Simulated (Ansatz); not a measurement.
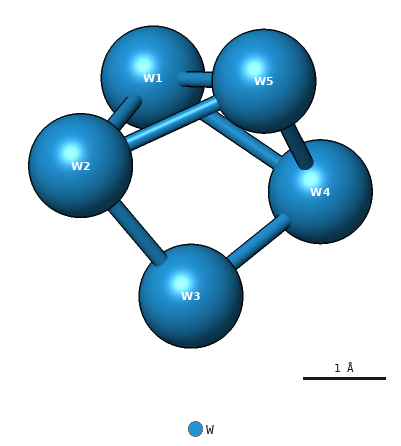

Figure 1. The structure (ball-and-stick view, seen at a tilt; atoms are numbered from 1 in the order of the input). Sticks mark near contacts. Bond lengths as drawn: W–W 2.27 to 2.47 Å.

Single-point calculation, with input and output: W₅ (charge +1)

The run: single-point calculation of W₅, charge +1, multiplicity 2. Method and program: UKS PBE-D4/def2-SVP (Ansatz 0.2.0).

The geometry comes from this level: PBE0-D4/def2-SVP.

The program's output:
```
Functional definition: PBE
  name "PBE"
  cite "Perdew, Burke & Ernzerhof, Phys. Rev. Lett. 77, 3865 (1996) doi:10.1103/PhysRevLett.77.3865"
  parent pbe
  parameter kappa = 0.804
  parameter beta = 0.06672455060314922
  exchange = pbe_x(kappa = kappa, mu = beta*pi^2/3)
  correlation = pbe_c(beta = beta)
these checks for a lower state are left out or cut short: starts
1535 factors; their error is unknown
mean field evaluation 1: about -9124.7092 eV, gradient 2.9e1 eV
mean field evaluation 2: about -9125.4071 eV, gradient 1.3e0 eV
mean field evaluation 4: about -9125.3644 eV, gradient 2.4e-1 eV
mean field evaluation 8: about -9125.3658 eV, gradient 1.1e-5 eV
mean field -9125.36581121 eV, -335.3510081667 hartree, gradient 1.7e-5 eV, S^2 0.758465; 0 other end points of the search recorded, 0 dependent functions left out
reference -9125.36585616 eV, -335.3510098189 hartree; 35, 34 occupied and 125, 126 virtual orbitals, 1535 factors
Total energy: -9125.76844372 eV, -335.3658046388 hartree
Checks for a lower state left out: starts
```

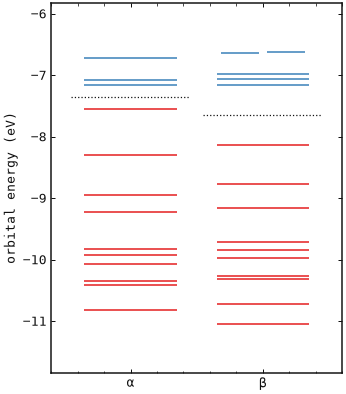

Figure 2. Orbital energies near the frontier for α and β spins; the dotted line parts filled from empty levels, and levels within 0.02 eV of each other stand side by side. α: highest filled −7.55 eV, lowest empty −7.17 eV, 0.38 eV apart; β: highest filled −8.15 eV, lowest empty −7.16 eV, 0.99 eV apart.

The run was set up as follows.

Input:
```yaml
crystal:
  periodic: [false, false, false]
  atoms:
    - {symbol: W, position_ang: [3.145747, -0.266032, -0.772708]}
    - {symbol: W, position_ang: [3.194394, -0.485379, -3.231030]}
    - {symbol: W, position_ang: [1.174688, -1.413223, -2.539650]}
    - {symbol: W, position_ang: [0.681337, -0.252609, -0.582621]}
    - {symbol: W, position_ang: [2.015934, 1.287142, -1.973390]}
basis:
  gaussian: {orbitals: def2-SVP, initial_orbitals: start.molden}
total_charge: 1
magnetization: {spin_polarized: true, initial_magnetization: 1}
hamiltonian: {xc: pbe, dispersion: d4}
scf: {omitted_lower_state_checks: [starts]}
output: {orbitals: {seedname: orbitals}}
```

Command:
```bash
ansatz run in.yaml --threads 4 --pin off --events-out ev --progress --plain --max-ram 4787MiB
```

Key numbers:

- outcome: converged
- total energy: −9125.7684 eV
- mean-field energy: −9125.3659 eV
- dispersion energy: −0.4026 eV
- ⟨S²⟩: 0.758
- SCF solution under orbital rotations: stable
- HOMO (either spin): −7.55 eV
- LUMO (either spin): −7.17 eV
- hardware: 4 threads of Arm Neoverse V1, 23 GiB of memory available, shared host
- wall time: 11 s (CPU time 42 s)
- peak memory: 0.36 GiB
